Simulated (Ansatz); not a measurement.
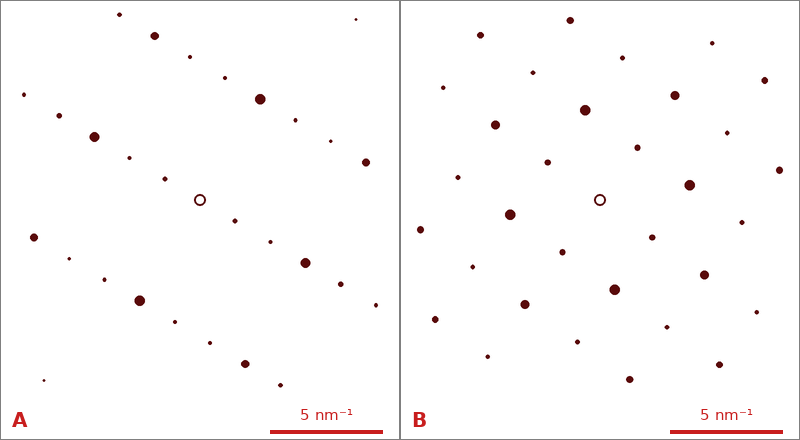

Kinematic electron diffraction patterns (300 kV, B = 0.5 Å², same scale, each along a low-index zone) of two structures of composition Ga2Se, each relaxed at zero pressure with Ansatz 0.2.0, DFT PBE, scalar-relativistic, plane waves, PAW.

The structures (standard cells):
1. R-3m (No. 166), a = 3.783 Å, c = 16.247 Å (hexagonal axes), 9 atoms; generated start, possibly hypothetical
2. Fm-3m (No. 225), a = 6.907 Å, 12 atoms; generated start, possibly hypothetical

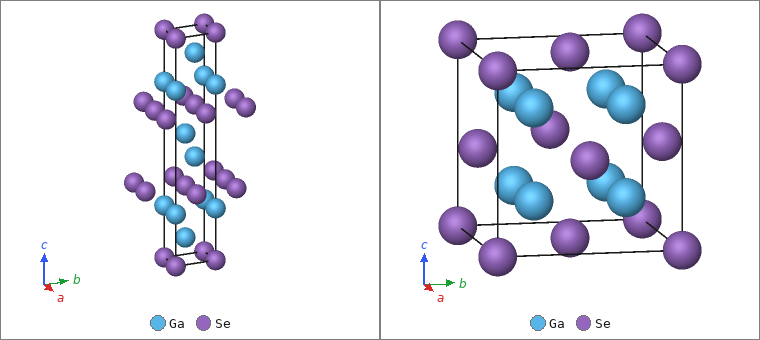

Drawings of the structures 1 to 2, from left to right (each may span several cells).

Which pattern belongs to which structure, and along which zone?

A is structure 1 along [210] or an equivalent direction: rectangular net of 0 0 3 at d = 5.42 Å and 1 -2 0 at d = 1.89 Å, 90.0° apart. B is structure 2 along [001] or an equivalent direction: square net of 2 0 0 at d = 3.45 Å and 0 2 0 at d = 3.45 Å, 90.0° apart.

Which structure lies lowest at this level of theory, and by how much?

Structure 1 (R-3m, 22.37 Å³ an atom) is the lowest of these; structure 2 (Fm-3m, 27.46 Å³ an atom) lies about 180 meV an atom higher. These are static energies at 0 K; other structures, not shown, may lie lower still.
